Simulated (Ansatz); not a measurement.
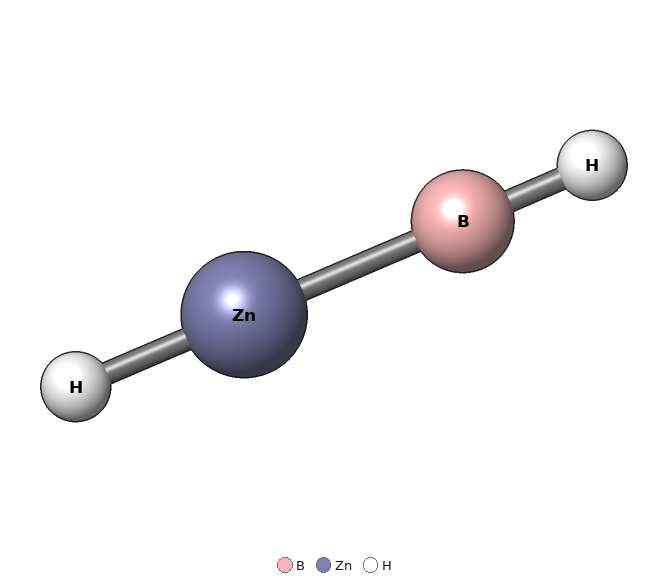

A ball-and-stick model of a molecule.

The species is neutral and a spin doublet. Computed geometry: PBE0-D4/def2-TZVP optimisation. No frequency run is at hand to confirm it as a minimum.

**Which formula does it have?**

BH₂Zn, 4 atoms: 1 boron, 2 hydrogen and 1 zinc.

**How many bonds of each kind are drawn?**

1 B–Zn, 1 B–H, 1 Zn–H. Sticks follow a distance rule.

**How many sets of symmetry-equivalent atoms are there?**

4: 1 B, 1 Zn, 1 H, 1 H.

More results for the same structure follow; atom numbers are the same in all pictures, views and colours differ.

Geometry

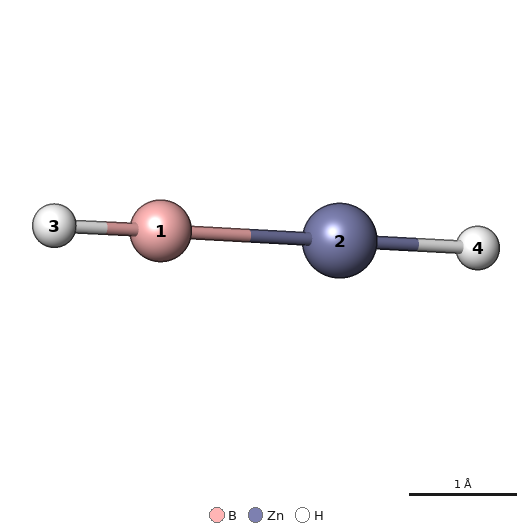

No frequency run is at hand to confirm it as a minimum.

**What is the geometry at Zn2?**

Zn2 has 2 neighbours (B1 at 2.00, H4 at 1.54 Å); the arrangement is linear.

**What is the geometry at B1?**

B1 has 2 neighbours (Zn2 at 2.00, H3 at 1.19 Å); the arrangement is linear.

Electronic properties

No frequency run is at hand to confirm it as a minimum. Level of theory: UHF-CCSD(T), frozen core with 3s3p of Cu, Zn/def2-TZVPP (Ansatz 0.2.0).

**What is the ⟨S²⟩ of the determinant?**

0.762.

**Estimate the T1 diagnostic.**

0.016.

Charges

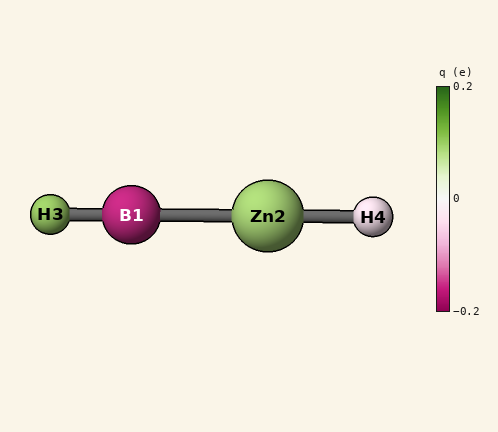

Atoms are coloured by their Mulliken charges. No frequency run is at hand to confirm it as a minimum. Level of theory: UKS PBE0-D4/def2-TZVP (Ansatz 0.2.0).

Give the Mulliken charges atom by atom.

```csv
atom,value (e)
B1,−0.15
Zn2,0.09
H3,0.10
H4,−0.03
```

Dipole moment

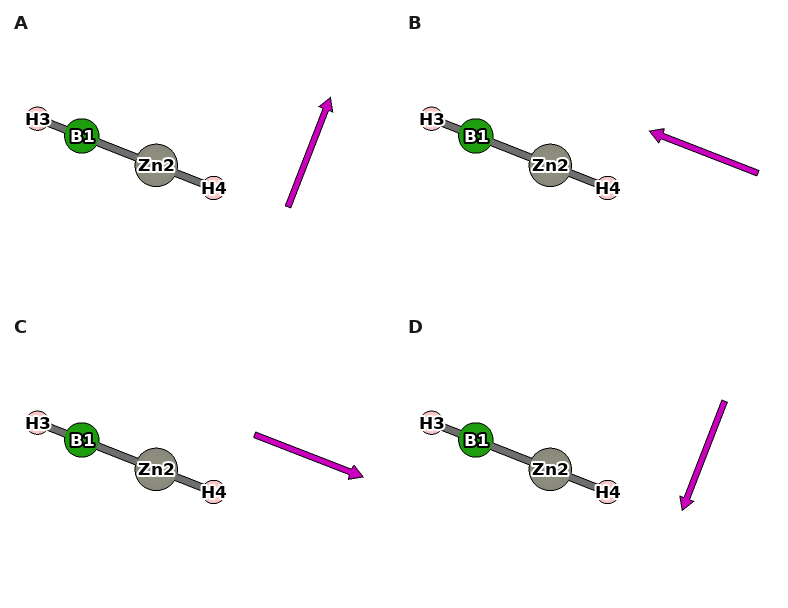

The same molecule four times, each with an arrow. No frequency run is at hand to confirm it as a minimum. Method: UKS PBE0-D4/def2-TZVP (Ansatz 0.2.0).

**Which arrow points along the dipole moment, from the negative to the positive end?**

B. The dipole moment is 0.67 D; it points from the side of H4 to the side of H3 (the outermost atoms at the two ends).

Mulliken values depend strongly on the basis set and can even reverse the polarity of a bond.
